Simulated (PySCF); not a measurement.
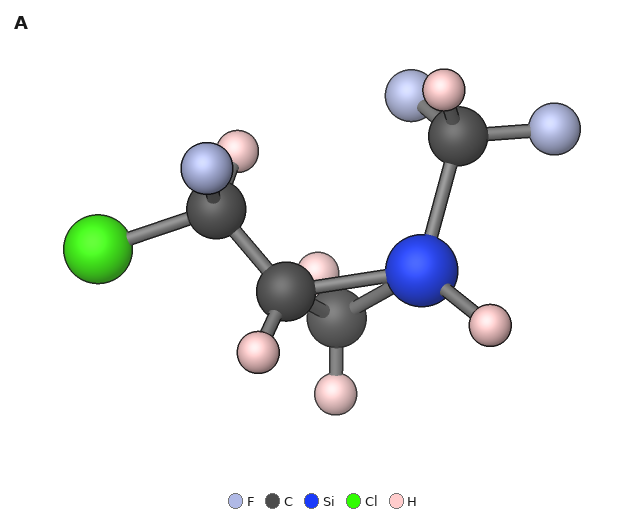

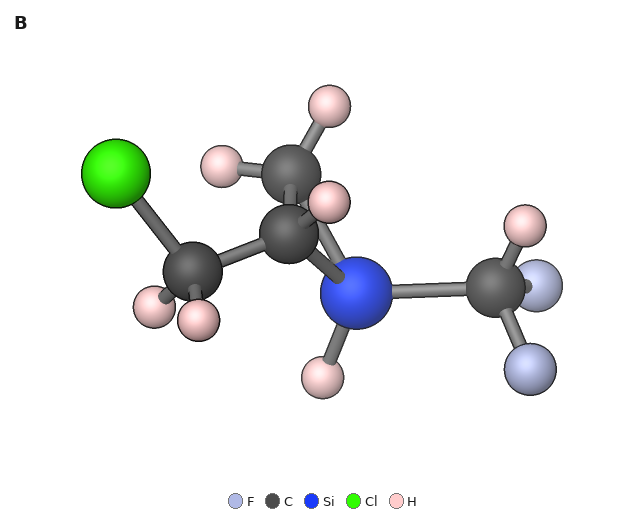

Two related species, optimised with GFN2-xTB; properties computed with PySCF 2.14.0. Both: charge 0, singlet.

Identify both.

A is C4H6ClF3Si (FC(F)[Si@@H]1C[C@@H]1[C@H](F)Cl), B is C4H7ClF2Si (FC(F)[Si@@H]1C[C@H]1CCl).

Compare them. With ωB97X-D/def2-SVPD: dipole moment (D), HOMO–LUMO gap (eV), HOMO energy (Kohn–Sham orbital) (eV), lowest vertical singlet excitation (eV), mean static polarisability (bohr³). With GFN2-xTB: mean Si–C length (Å), mean Si–H length (Å).

| quantity | A | B |
| --- | --- | --- |
| dipole moment (D) | 2.45 | 0.29 |
| HOMO–LUMO gap (eV) | 10.59 | 10.72 |
| HOMO energy (Kohn–Sham orbital) (eV) | −9.50 | −9.35 |
| lowest vertical singlet excitation (eV) | 6.48 | 6.64 |
| mean static polarisability (bohr³) | 90.8 | 91.1 |
| mean Si–C length (Å) | 1.904 | 1.900 |
| mean Si–H length (Å) | 1.447 | 1.449 |

Each is one conformer, and no frequency run is at hand to confirm it as a minimum.

The geometry is semi-empirical. Around Si such bond lengths and angles can be off by a tenth of an ångström or more and by several degrees, and values that hang on the shape move with them.
